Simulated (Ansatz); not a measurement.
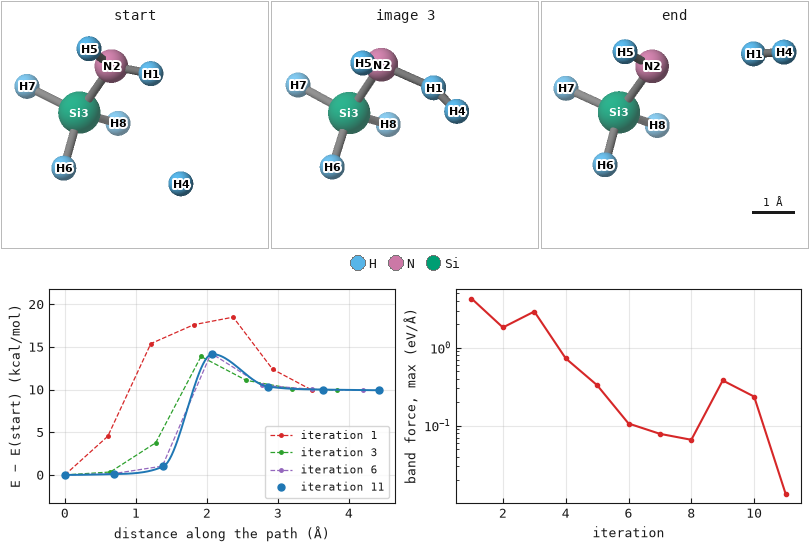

A search for the minimum-energy path of SiNH6 (multiplicity 2), made up at the start of SiNH5 and H by the nudged elastic band. Images are numbered from 0 (start) to 6 (end). The plot follows the band through its iterations. The picture is a ball-and-stick view, seen from a free direction.

Computed with Ansatz 0.2.0, UKS PBE0-D4/def2-SVP. Set-up: 5 movable images; climbing image; force threshold 0.05 eV/Å; iteration limit 60; starting path through a guess of the saddle point.

Question: Judge this run.

Answer: The result is final at these settings. The band converged in 11 iterations. The largest component of the band force went from 4.3 to 0.013 eV/Å. The climbing image converged on the top of the path. Its vibrational analysis gives one imaginary mode (923i cm⁻¹), as a transition state must have. The first iteration put the highest image at 18.5 kcal/mol. Forward barrier 14.2 kcal/mol, backward barrier 4.2 kcal/mol, with image 3 at the top; the reaction energy is +9.9 kcal/mol.

Limits of the set-up: the start holds two separate molecules, 2.8 Å apart at their closest, whose relative position is a soft coordinate.

Cost: 46 s on 2 threads of AMD EPYC 9R14 (Zen 4), on a shared host, peak memory 0.15 GiB.
